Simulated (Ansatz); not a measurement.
C₃FN₃Si: phonon calculation

C₃FN₃Si, SMILES N#C[Si](F)(C#N)C#N, computed with RKS PBE0-D4/def2-TZVP (Ansatz 0.2.0).

The geometry comes from this level: PBE0-D4/def2-TZVP. Figures and captions count atoms from 1; the log counts them from 0 in places.

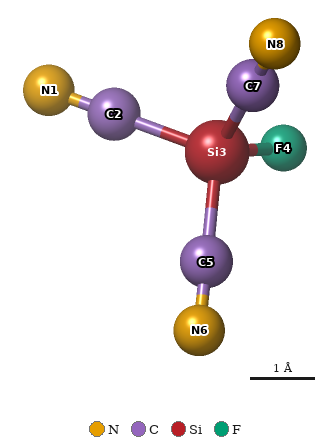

**Figure 1.** The input geometry (ball-and-stick view, seen at a tilt; atoms are numbered from 1 in the order of the input). Bond lengths as drawn: C–N 1.15 Å, C–Si 1.82 Å and F–Si 1.57 Å.

### Input
```yaml
crystal:
  periodic: [false, false, false]
  atoms:
    - {symbol: N, position_ang: [2.281348, 0.027218, 1.730164]}
    - {symbol: C, position_ang: [1.474083, 0.042286, 0.910016]}
    - {symbol: Si, position_ang: [0.184606, 0.063049, -0.377571]}
    - {symbol: F, position_ang: [0.838385, 0.328017, -1.777143]}
    - {symbol: C, position_ang: [-1.017671, 1.379697, -0.000702]}
    - {symbol: N, position_ang: [-1.778937, 2.206724, 0.246376]}
    - {symbol: C, position_ang: [-0.672732, -1.544987, -0.393322]}
    - {symbol: N, position_ang: [-1.217082, -2.559004, -0.393620]}
basis:
  gaussian: {orbitals: def2-TZVP}
hamiltonian: {xc: pbe0, dispersion: d4}
phonons: {temperatures: {t_min: 298.15, t_max: 900, t_step: 200}}
```

Hardware: 4 threads of Arm Neoverse V2, 23 GiB of memory available, shared host.

Command:
```bash
ansatz run in.yaml --threads 4 --pin off --events-out ev --progress --plain --max-ram 10444MiB
```

### Output
```
Functional definition: PBE0
  name "PBE0"
  cite "Adamo & Barone, J. Chem. Phys. 110, 6158 (1999) doi:10.1063/1.478522"
  cite "Perdew, Burke & Ernzerhof, Phys. Rev. Lett. 77, 3865 (1996) doi:10.1103/PhysRevLett.77.3865"
  parent pbe
  parameter a = 0.25
  parameter kappa = 0.804
  parameter beta = 0.06672455060314922
  exchange = (1 - a)*pbe_x(kappa = kappa, mu = beta*pi^2/3) + a*exact_x
  correlation = pbe_c(beta = beta)
1429 factors; their error is unknown
mean field evaluation 1: about -18154.7273 eV, gradient 7.3e1 eV
mean field evaluation 2: about -18125.0614 eV, gradient 1.4e2 eV
mean field evaluation 4: about -18164.8213 eV, gradient 6.9e0 eV
mean field evaluation 8: about -18164.8923 eV, gradient 1.3e-1 eV
mean field evaluation 16: about -18164.9653 eV, gradient 2.8e-4 eV
mean field -18164.96533150 eV, -667.5501632767 hartree, gradient 1.1e-5 eV, S^2 0.000000; 0 other end points of the search recorded, 0 dependent functions left out
the calculation of the forces begins
reference -18164.96536024 eV, -667.5501643329 hartree; 31, 31 occupied and 223, 223 virtual orbitals, 1429 factors
these checks for a lower state are left out or cut short: stability, starts, cluster_reference, orbital_swaps, neighbouring_geometries, increment
1429 factors; their error is unknown
mean field -18164.96516729 eV, -667.5501572421 hartree, gradient 2.1e-6 eV, S^2 0.000000; 0 other end points of the search recorded, 0 dependent functions left out
[... from here on the field's lines of each further geometry are left out, up to the last ...]
the calculation of the forces begins
reference -18164.96535507 eV, -667.5501641431 hartree; 31, 31 occupied and 223, 223 virtual orbitals, 1429 factors
these checks for a lower state are left out or cut short: stability, starts, cluster_reference, orbital_swaps, neighbouring_geometries, increment
1429 factors; their error is unknown
mean field evaluation 352: about -18164.9652 eV, gradient 3.3e-1 eV
mean field -18164.96533139 eV, -667.5501632729 hartree, gradient 2.1e-6 eV, S^2 0.000000; 0 other end points of the search recorded, 0 dependent functions left out
the calculation of the forces begins
reference -18164.96536013 eV, -667.5501643292 hartree; 31, 31 occupied and 223, 223 virtual orbitals, 1429 factors
Total energy: -18165.16778662 eV, -667.5576033655 hartree
Atom 0 at     2.281348     0.027218     1.730164 Å, force    -0.000216     0.000051     0.000542 eV/Å
Atom 1 at     1.474083     0.042286     0.910016 Å, force     0.000081    -0.000189    -0.000314 eV/Å
Atom 2 at     0.184606     0.063049    -0.377571 Å, force     0.000268     0.000110    -0.000470 eV/Å
Atom 3 at     0.838385     0.328017    -1.777143 Å, force     0.000098     0.000096    -0.000352 eV/Å
Atom 4 at    -1.017671     1.379697    -0.000702 Å, force     0.000313    -0.000060     0.000039 eV/Å
Atom 5 at    -1.778937     2.206724     0.246376 Å, force    -0.000349    -0.000019     0.000291 eV/Å
Atom 6 at    -0.672732    -1.544987    -0.393322 Å, force    -0.000064     0.000228    -0.000178 eV/Å
Atom 7 at    -1.217082    -2.559004    -0.393620 Å, force    -0.000131    -0.000218     0.000443 eV/Å
Dipole moment:     0.127404     0.051663    -0.272773 e Å
Vibrations: 88.49 88.58 108.99 175.57 175.60 255.39 349.55 349.57 406.55 406.61 419.71 530.59 709.10 709.10 978.06 2349.28 2349.32 2349.65 cm⁻¹, zero-point energy 0.793481 eV
```

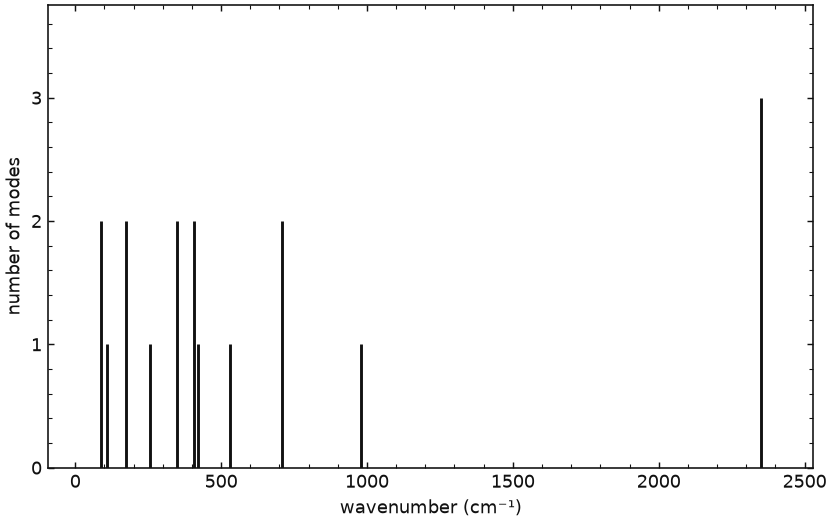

**Figure 2.** Harmonic vibrational wavenumbers from the force constants; neighbouring modes closer than 10 cm⁻¹ are counted in one stick. 18 modes from 88 to 2350 cm⁻¹, none imaginary.

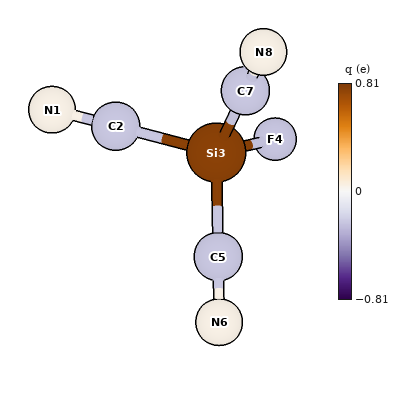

**Figure 3.** Mulliken charges, as the colour of each atom (ball-and-stick view, seen at a tilt; atoms are numbered from 1 in the order of the input). By element: N +0.04, C −0.22, Si +0.77 and F −0.23 e.

### Key numbers

| quantity | value |
| --- | --- |
| outcome | converged |
| total energy | −18165.1678 eV |
| mean-field energy | −18164.9654 eV |
| dispersion energy | −0.2024 eV |
| largest force (length of the vector) | 0.001 eV/Å |
| dipole moment | 1.47 D |
| wall time | 2.7 min (CPU time 10 min) |
| peak memory | 0.76 GiB |
